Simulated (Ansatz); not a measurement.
# BGeHCl (quartet): one geometry, many settings at a displaced geometry (v1)

Aim: run BGeHCl (quartet) at one geometry under a spread of methods and options, and see what each costs and gives.

Program: Ansatz 0.2.0, Gaussian basis. Level of theory: the settings change from run to run. These are calculated values, not measurements.

35 further runs of the same task are left out: 24 that didn't finish, 11 set aside as unsound or not needed.

### Step 1. What is computed

The geometry is a PBE0/def2-TZVP stationary point (not a proven minimum) with its atoms shifted at random (size 0.040 Å). No spin-orbit coupling is included. The filled d shell of Ge may be among the frozen orbitals whatever the setting's name suggests; the logs give the count.

4 atoms, charge 0, spin multiplicity 4.

Atoms are counted from 1 here; the program's logs count them from 0.

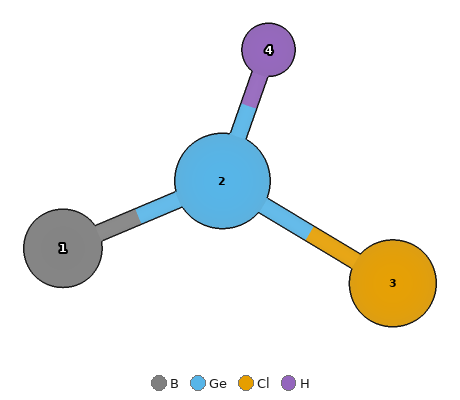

The geometry (boron grey, germanium blue, chlorine amber, hydrogen purple); atoms are numbered from 1 in the order of the file.

### Step 2. HF/cc-pVDZ

in.yaml

```yaml
crystal:
  periodic: [false, false, false]
  atoms:
    - {symbol: B, position_ang: [-0.012962, -1.108380, 1.880022]}
    - {symbol: Ge, position_ang: [-0.013795, 0.218586, 0.511964]}
    - {symbol: Cl, position_ang: [0.034169, -0.159555, -1.638123]}
    - {symbol: H, position_ang: [-0.068608, 1.747469, 0.557950]}
basis:
  gaussian: {orbitals: cc-pVDZ}
magnetization: {spin_polarized: false, initial_magnetization: 3}
hamiltonian: {xc: hf}
output: {forces: true, orbitals: {seedname: orbitals}}
```

Started as:

```bash
ansatz run in.yaml --threads 1 --pin off --events-out ev --progress --plain --max-ram 2393MiB
```

Log:

```text
Functional definition: HF
  name "HF"
  cite "Fock, Z. Phys. 61, 126 (1930) doi:10.1007/BF01340294"
  parent pbe
  exchange = exact_x
  correlation = 0
698 factors; integrals over basis functions are off by at most 9.8e-4 eV
mean field evaluation 1: about -69658.8113 eV, gradient 1.4e1 eV
mean field evaluation 2: about -69658.8434 eV, gradient 1.4e1 eV
mean field evaluation 4: about -69660.9105 eV, gradient 2.8e0 eV
mean field evaluation 8: about -69661.1218 eV, gradient 3.6e-1 eV
mean field evaluation 16: about -69581.9961 eV, gradient 1.9e2 eV
mean field -69661.12498452 eV, -2559.9991251746 hartree, gradient 6.0e-5 eV, S^2 3.750000; 0 other end points of the search recorded, 0 dependent functions left out
the calculation of the forces begins
reference -69661.12498452 eV, -2559.9991251746 hartree; 29, 26 occupied and 35, 38 virtual orbitals, 698 factors
Total energy: -69661.12498452 eV, -2559.9991251746 hartree
Atom 0 at    -0.012962    -1.108380     1.880022 Å, force     0.010603    -0.062323    -0.009789 eV/Å
Atom 1 at    -0.013795     0.218586     0.511964 Å, force    -0.027007     0.274243    -0.355821 eV/Å
Atom 2 at     0.034169    -0.159555    -1.638123 Å, force     0.002973    -0.060567     0.279997 eV/Å
Atom 3 at    -0.068608     1.747469     0.557950 Å, force     0.013431    -0.151353     0.085613 eV/Å
Dipole moment:    -0.010459     0.314673     0.221772 e Å
```

Run time: 7.5 s. Hardware: 1 thread of Intel Xeon at 2.50GHz, shared host.

### Step 3. HF/6-31G*

in.yaml, as its differences from that of step 2:

```diff
@@ -8,5 +8,6 @@
 basis:
-  gaussian: {orbitals: cc-pVDZ}
+  gaussian: {orbitals: "6-31G*"}
 magnetization: {spin_polarized: false, initial_magnetization: 3}
 hamiltonian: {xc: hf}
+accuracy: high
 output: {forces: true, orbitals: {seedname: orbitals}}
```

The command is unchanged.

Log, shortened:

```text
Functional definition: HF
  name "HF"
  cite "Fock, Z. Phys. 61, 126 (1930) doi:10.1007/BF01340294"
  parent pbe
[...]
1329 factors; integrals over basis functions are off by at most 4.6e-9 eV
[...]
mean field -69653.39386598 eV, -2559.7150118086 hartree, gradient 2.9e-8 eV, S^2 3.750000; 0 other end points of the search recorded, 0 dependent functions left out
[...]
reference -69653.39386598 eV, -2559.7150118086 hartree; 29, 26 occupied and 42, 45 virtual orbitals, 1329 factors
Total energy: -69653.39386598 eV, -2559.7150118086 hartree
Atom 0 at    -0.012962    -1.108380     1.880022 Å, force     0.009455    -0.028523    -0.056374 eV/Å
Atom 1 at    -0.013795     0.218586     0.511964 Å, force    -0.020757     0.172652    -0.328925 eV/Å
Atom 2 at     0.034169    -0.159555    -1.638123 Å, force     0.001958    -0.066906     0.295015 eV/Å
Atom 3 at    -0.068608     1.747469     0.557950 Å, force     0.009344    -0.077223     0.090283 eV/Å
Dipole moment:    -0.011819     0.281709     0.300549 e Å
```

It took 15 s on 1 thread of Intel Xeon at 2.50GHz, shared host.

### Step 4. CASCI(11,7)/STO-3G

in.yaml, as its differences from that of step 3:

```diff
@@ -8,6 +8,4 @@
 basis:
-  gaussian: {orbitals: "6-31G*"}
+  gaussian: {orbitals: STO-3G}
 magnetization: {spin_polarized: false, initial_magnetization: 3}
-hamiltonian: {xc: hf}
-accuracy: high
-output: {forces: true, orbitals: {seedname: orbitals}}
+correlation: {active_space: {window: {electrons: 11, orbitals: 7}, fixed_orbitals: true, states: [{multiplicity: 4, weights: [0.5, 1, 1]}], root: 0}}
```

Launched as before.

Log:

```text
Functional definition: HF
  name "HF"
  cite "Fock, Z. Phys. 61, 126 (1930) doi:10.1007/BF01340294"
  parent pbe
  exchange = exact_x
  correlation = 0
502 factors; integrals over basis functions are off by at most 4.2e-8 eV
mean field evaluation 1: about -68873.3572 eV, gradient 1.1e1 eV
mean field evaluation 2: about -68873.3849 eV, gradient 1.1e1 eV
mean field evaluation 4: about -68876.1467 eV, gradient 2.0e0 eV
mean field evaluation 8: about -68876.2401 eV, gradient 7.4e-3 eV
mean field evaluation 16: about -68876.2381 eV, gradient 2.2e-1 eV
mean field -68876.24005776 eV, -2531.1551361304 hartree, gradient 7.6e-6 eV, S^2 3.750000; 3 other end points of the search recorded, 0 dependent functions left out
reference -68876.24005776 eV, -2531.1551361304 hartree; 29, 26 occupied and 4, 7 virtual orbitals, 502 factors
state -68876.24181763 eV, -2531.1552008042 hartree
state -68869.13342001 eV, -2530.8939720102 hartree
state -68867.78280698 eV, -2530.8443378969 hartree
Total energy: -68876.24181763 eV, -2531.1552008042 hartree
```

Wall time 3.5 s (1 thread of Intel Xeon at 2.50GHz, shared host).

From the report: 35 determinants; active occupations (of the averaged states) 2.00, 2.00, 1.80, 1.60, 1.60, 1.00, 1.00.

### Step 5. MP2 on UHF/cc-pVDZ

in.yaml

```yaml
crystal:
  periodic: [false, false, false]
  atoms:
    - {symbol: B, position_ang: [-0.012962, -1.108380, 1.880022]}
    - {symbol: Ge, position_ang: [-0.013795, 0.218586, 0.511964]}
    - {symbol: Cl, position_ang: [0.034169, -0.159555, -1.638123]}
    - {symbol: H, position_ang: [-0.068608, 1.747469, 0.557950]}
basis:
  gaussian: {orbitals: cc-pVDZ, point_charges: [{charge: -0.50, position_ang: [3.526, -0.167, -0.782]}]}
magnetization: {spin_polarized: true, initial_magnetization: 3}
correlation: {method: mp2, electrons: valence}
accuracy: high
```

Launched as before.

Log:

```text
Functional definition: HF
  name "HF"
  cite "Fock, Z. Phys. 61, 126 (1930) doi:10.1007/BF01340294"
  parent pbe
  exchange = exact_x
  correlation = 0
1377 factors; integrals over basis functions are off by at most 4.4e-9 eV
mean field evaluation 1: about -69658.8809 eV, gradient 1.1e1 eV
mean field evaluation 2: about -69658.9209 eV, gradient 1.1e1 eV
mean field evaluation 4: about -69660.9126 eV, gradient 3.1e0 eV
mean field evaluation 8: about -69661.2712 eV, gradient 2.4e-1 eV
mean field evaluation 16: about -69661.2736 eV, gradient 2.9e-8 eV
mean field -69661.27358286 eV, -2560.0045860628 hartree, gradient 2.2e-8 eV, S^2 3.754379; 0 other end points of the search recorded, 0 dependent functions left out
15 core orbitals not correlated: weight in the atoms' cores, before any rotation towards them, 1.000 or more for the frozen orbitals, at most 0.000 for the correlated occupied ones
reference -69661.27358286 eV, -2560.0045860628 hartree; 14, 11 occupied and 35, 38 virtual orbitals, 1377 factors
second order -7.25534890 eV of doubles, -0.00000000 eV of singles
Total energy: -69668.52893176 eV, -2560.2712152170 hartree
```

It took 12 s on 1 thread of Intel Xeon at 2.50GHz, shared host.

From the report: ⟨S²⟩ of the determinant 3.754 (pure quartet: 3.75).

### Step 6. CCSD(T) on ROHF/STO-3G

in.yaml

```yaml
crystal:
  periodic: [false, false, false]
  atoms:
    - {symbol: B, position_ang: [-0.012962, -1.108380, 1.880022]}
    - {symbol: Ge, position_ang: [-0.013795, 0.218586, 0.511964]}
    - {symbol: Cl, position_ang: [0.034169, -0.159555, -1.638123]}
    - {symbol: H, position_ang: [-0.068608, 1.747469, 0.557950]}
basis:
  gaussian: {orbitals: STO-3G, fitting: {mean_field: def2-universal-jkfit}}
magnetization: {spin_polarized: false, initial_magnetization: 3}
correlation: {method: ccsd_t, electrons: outside_noble_gas}
scf: {omitted_lower_state_checks: [cluster_reference]}
```

Same command.

Log, shortened:

```text
Functional definition: HF
  name "HF"
  cite "Fock, Z. Phys. 61, 126 (1930) doi:10.1007/BF01340294"
  parent pbe
[...]
487 factors; integrals over basis functions are off by at most 1.6e-2 eV
[...]
mean field -68876.26354366 eV, -2531.1559992211 hartree, gradient 1.3e-6 eV, S^2 3.750000; 3 other end points of the search recorded, 0 dependent functions left out
20 core orbitals not correlated, not the lowest: weight in the atoms' cores, before any rotation towards them, 0.670 or more for the frozen orbitals, at most 0.316 for the correlated occupied ones
reference -68876.26354366 eV, -2531.1559992211 hartree; 9, 6 occupied and 4, 7 virtual orbitals, 487 factors
second order -1.14877876 eV of doubles, -0.01281378 eV of singles
cycle   1  -1.49497710 eV  change   -3.3e-1 eV  update   6.6e-2
[...]
cycle  11  -1.76997261 eV  change    3.3e-6 eV  update   1.0e-5
perturbative correction -0.03629131 eV, -0.0013336809 hartree
Total energy: -68878.06980758 eV, -2531.2223781959 hartree
Checks for a lower state left out: cluster_reference
```

Run time: 3.1 s. Hardware: 1 thread of Intel Xeon at 2.50GHz, shared host.

From the report: correlation -1.8063 eV; T1 0.021; largest double amplitude 0.06.

### Step 7. CCSD on ROHF/6-31G*

in.yaml, as its differences from that of step 6:

```diff
@@ -8,5 +8,5 @@
 basis:
-  gaussian: {orbitals: STO-3G, fitting: {mean_field: def2-universal-jkfit}}
+  gaussian: {orbitals: "6-31G*"}
 magnetization: {spin_polarized: false, initial_magnetization: 3}
-correlation: {method: ccsd_t, electrons: outside_noble_gas}
-scf: {omitted_lower_state_checks: [cluster_reference]}
+correlation: {method: ccsd, electrons: outside_noble_gas}
+accuracy: high
```

The command is unchanged.

Log, shortened:

```text
Functional definition: HF
  name "HF"
  cite "Fock, Z. Phys. 61, 126 (1930) doi:10.1007/BF01340294"
  parent pbe
[...]
1329 factors; integrals over basis functions are off by at most 4.6e-9 eV
[...]
mean field -69653.39386598 eV, -2559.7150118086 hartree, gradient 2.9e-8 eV, S^2 3.750000; 1 other end points of the search recorded, 0 dependent functions left out
determinant -69653.39386598 eV, -2559.7150118086 hartree, with singles and doubles -69660.73157038 eV, -2559.9846674715 hartree
determinant -69651.29831249 eV, -2559.6380016383 hartree, with singles and doubles -69658.49235215 eV, -2559.9023777195 hartree
20 core orbitals not correlated: weight in the atoms' cores, before any rotation towards them, 0.999 or more for the frozen orbitals, at most 0.001 for the correlated occupied ones
reference -69653.39386598 eV, -2559.7150118086 hartree; 9, 6 occupied and 42, 45 virtual orbitals, 1329 factors
second order -6.37733873 eV of doubles, -0.03117448 eV of singles
cycle   1  -7.33824561 eV  change   -5.4e-4 eV  update   1.2e-3
[...]
cycle  21  -7.33893687 eV  change  -2.5e-10 eV  update   1.7e-9
Total energy: -69660.73280285 eV, -2559.9847127640 hartree
```

Wall time 37 s (1 thread of Intel Xeon at 2.50GHz, shared host); peak memory 0.33 GiB.

From the report: correlation -7.3389 eV; T1 0.022; largest double amplitude 0.04.

### Step 8. BCCD/cc-pVDZ

in.yaml, as its differences from that of step 7:

```diff
@@ -8,5 +8,7 @@
 basis:
-  gaussian: {orbitals: "6-31G*"}
-magnetization: {spin_polarized: false, initial_magnetization: 3}
-correlation: {method: ccsd, electrons: outside_noble_gas}
-accuracy: high
+  gaussian: {orbitals: cc-pVDZ}
+magnetization: {spin_polarized: true, initial_magnetization: 3}
+hamiltonian: {xc: {name: r2SCAN}}
+correlation: {method: bccd, electrons: outside_noble_gas}
+scf: {lower_state_search: light}
+output: {forces: true}
```

Launched as before.

Log, shortened:

```text
Functional definition: r2SCAN
  name "r2SCAN"
  cite "Furness, Kaplan, Ning, Perdew & Sun, J. Phys. Chem. Lett. 11, 8208 (2020) doi:10.1021/acs.jpclett.0c02405"
  cite "Furness, Kaplan, Ning, Perdew & Sun, J. Phys. Chem. Lett. 11, 9248 (2020) doi:10.1021/acs.jpclett.0c03077"
  parent r2scan
[...]
698 factors; integrals over basis functions are off by at most 9.8e-4 eV
[...]
mean field -69727.28378542 eV, -2562.4304162637 hartree, gradient 1.3e-6 eV, S^2 3.753020; 0 other end points of the search recorded, 0 dependent functions left out
20 core orbitals not correlated: weight in the atoms' cores, before any rotation towards them, 0.999 or more for the frozen orbitals, at most 0.001 for the correlated occupied ones
reference -69660.43452485 eV, -2559.9737512498 hartree; 9, 6 occupied and 35, 38 virtual orbitals, 698 factors
second order -7.16060312 eV of doubles, -0.34175576 eV of singles
cycle   1  -7.90686013 eV  change   -4.1e-1 eV  update   7.7e-2
[...]
cycle  14  -8.15325004 eV  change   -3.2e-7 eV  update   1.5e-6
[...]
Total energy: -69668.58777489 eV, -2560.2733776624 hartree
Atom 0 at    -0.012962    -1.108380     1.880022 Å, force     0.009193    -0.438246     0.422381 eV/Å
Atom 1 at    -0.013795     0.218586     0.511964 Å, force    -0.016206     0.343043    -0.638103 eV/Å
Atom 2 at     0.034169    -0.159555    -1.638123 Å, force     0.005760    -0.066934     0.114054 eV/Å
Atom 3 at    -0.068608     1.747469     0.557950 Å, force     0.001253     0.162137     0.101668 eV/Å
Dipole moment:    -0.008905     0.301182     0.144920 e Å
```

It took 40 s on 1 thread of Intel Xeon at 2.50GHz, shared host; peak memory 0.29 GiB.

From the report: ⟨S²⟩ of the determinant 3.753 (pure quartet: 3.75); correlation -8.1533 eV; largest double amplitude 0.05.

### Step 9. CCSD(T) on UHF/cc-pVDZ

in.yaml, as its differences from that of step 8:

```diff
@@ -10,5 +10,4 @@
 magnetization: {spin_polarized: true, initial_magnetization: 3}
-hamiltonian: {xc: {name: r2SCAN}}
-correlation: {method: bccd, electrons: outside_noble_gas}
-scf: {lower_state_search: light}
+hamiltonian: {pseudopotentials: {relativity: scalar}}
+correlation: {method: ccsd_t, electrons: outside_noble_gas}
 output: {forces: true}
```

Launched as before.

Log, shortened:

```text
Functional definition: HF
  name "HF"
  cite "Fock, Z. Phys. 61, 126 (1930) doi:10.1007/BF01340294"
  parent pbe
[...]
698 factors; integrals over basis functions are off by at most 9.8e-4 eV
[...]
mean field -70160.88022278 eV, -2578.3647914343 hartree, gradient 4.9e-6 eV, S^2 3.754829; 1 other end points of the search recorded, 0 dependent functions left out
determinant -70160.88022278 eV, -2578.3647914343 hartree, with singles and doubles -70168.58222934 eV, -2578.6478349551 hartree
determinant -70158.87839616 eV, -2578.2912256632 hartree, with singles and doubles -70166.33119357 eV, -2578.5651109162 hartree
20 core orbitals not correlated: weight in the atoms' cores, before any rotation towards them, 0.999 or more for the frozen orbitals, at most 0.001 for the correlated occupied ones
reference -70160.88022278 eV, -2578.3647914343 hartree; 9, 6 occupied and 35, 38 virtual orbitals, 698 factors
second order -6.73123212 eV of doubles, -0.00000000 eV of singles
cycle   1  -7.70254675 eV  change   -5.4e-4 eV  update   1.2e-3
[...]
cycle  10  -7.70326111 eV  change    3.4e-8 eV  update   6.6e-7
perturbative correction -0.23142554 eV, -0.0085047318 hartree
[...]
Total energy: -70168.81490943 eV, -2578.6563857904 hartree
Relativity: scalar
Atom 0 at    -0.012962    -1.108380     1.880022 Å, force     0.009167    -0.400495     0.384775 eV/Å
Atom 1 at    -0.013795     0.218586     0.511964 Å, force    -0.017992     0.350604    -0.590633 eV/Å
Atom 2 at     0.034169    -0.159555    -1.638123 Å, force     0.005479    -0.058908     0.115567 eV/Å
Atom 3 at    -0.068608     1.747469     0.557950 Å, force     0.003345     0.108799     0.090291 eV/Å
Dipole moment:    -0.008609     0.297437     0.125583 e Å
```

Run time: 38 s. Hardware: 1 thread of Intel Xeon at 2.50GHz, shared host.

From the report: ⟨S²⟩ of the determinant 3.755 (pure quartet: 3.75); correlation -7.9347 eV; T1 0.021; largest double amplitude 0.05.

### Step 10. BCCD on UHF/cc-pVDZ

in.yaml, as its differences from that of step 9:

```diff
@@ -10,4 +10,3 @@
 magnetization: {spin_polarized: true, initial_magnetization: 3}
-hamiltonian: {pseudopotentials: {relativity: scalar}}
-correlation: {method: ccsd_t, electrons: outside_noble_gas}
+correlation: {method: bccd, electrons: outside_noble_gas}
 output: {forces: true}
```

Launched as before.

Log, shortened:

```text
Functional definition: HF
  name "HF"
  cite "Fock, Z. Phys. 61, 126 (1930) doi:10.1007/BF01340294"
  parent pbe
[...]
698 factors; integrals over basis functions are off by at most 9.8e-4 eV
[...]
mean field -69661.17126024 eV, -2560.0008257761 hartree, gradient 3.5e-6 eV, S^2 3.754817; 1 other end points of the search recorded, 0 dependent functions left out
determinant -69661.17126024 eV, -2560.0008257761 hartree, with singles and doubles -69668.86078316 eV, -2560.2834105313 hartree
determinant -69659.15592299 eV, -2559.9267634982 hartree, with singles and doubles -69666.59933211 eV, -2560.2003037381 hartree
20 core orbitals not correlated: weight in the atoms' cores, before any rotation towards them, 0.999 or more for the frozen orbitals, at most 0.001 for the correlated occupied ones
reference -69661.17126024 eV, -2560.0008257761 hartree; 9, 6 occupied and 35, 38 virtual orbitals, 698 factors
second order -6.71810276 eV of doubles, -0.00000000 eV of singles
cycle   1  -7.67983217 eV  change    9.7e-3 eV  update   7.1e-3
[...]
cycle  12  -7.67832436 eV  change    2.0e-7 eV  update   5.9e-7
[...]
Total energy: -69668.84958460 eV, -2560.2829989917 hartree
Atom 0 at    -0.012962    -1.108380     1.880022 Å, force     0.009210    -0.417349     0.401306 eV/Å
Atom 1 at    -0.013795     0.218586     0.511964 Å, force    -0.016603     0.333272    -0.622124 eV/Å
Atom 2 at     0.034169    -0.159555    -1.638123 Å, force     0.005584    -0.064313     0.121101 eV/Å
Atom 3 at    -0.068608     1.747469     0.557950 Å, force     0.001809     0.148389     0.099717 eV/Å
Dipole moment:    -0.008909     0.301679     0.144400 e Å
```

It took 32 s on 1 thread of Intel Xeon at 2.50GHz, shared host; peak memory 0.28 GiB.

From the report: ⟨S²⟩ of the determinant 3.755 (pure quartet: 3.75); correlation -7.6783 eV; largest double amplitude 0.04.

### Step 11. The runs in one table

Where basis and cores are those of an earlier UCCSDT(Q)/cc-pVDZ run (-69669.1496 eV), and the state is the same kind, the miss against it is given.

```tsv
level	correlated	functions	energy (eV)	from UCCSDT(Q) (meV)	time
HF/cc-pVDZ		64	-69661.1250	8024.6	7.5 s
HF/6-31G*		71	-69653.3939		15 s
CASCI(11,7)/STO-3G (lowest root of an average)		33	-68876.2418		3.5 s
MP2 on UHF/cc-pVDZ (beside a point charge)	valence	64	-69668.5289		12 s
CCSD(T) on ROHF/STO-3G	outside noble gas	33	-68878.0698		3.1 s
CCSD on ROHF/6-31G*	outside noble gas	71	-69660.7328		37 s
BCCD/cc-pVDZ (on r2SCAN orbitals)	outside noble gas	64	-69668.5878	561.8	40 s
CCSD(T) on UHF/cc-pVDZ (relativity set)	outside noble gas	64	-70168.8149		38 s
BCCD on UHF/cc-pVDZ	outside noble gas	64	-69668.8496	300.0	32 s
```

### Step 12. Results

```
quantity                                    value
    runs                                        9
quickest            CCSD(T) on ROHF/STO-3G, 3.1 s
 slowest  BCCD/cc-pVDZ (on r2SCAN orbitals), 40 s
```

Total energies in different bases, with other cores or another treatment of relativity can't be set against each other. BCCD/cc-pVDZ (on r2SCAN orbitals) took 13 times as long as CCSD(T) on ROHF/STO-3G; the jobs differ in more than the method. Among the correlated runs with a miss given, it spans +300 to +562 meV. Hartree-Fock, CASSCF and CASCI lack dynamic correlation by design. Cores frozen from Kohn-Sham orbitals shift the total energy.
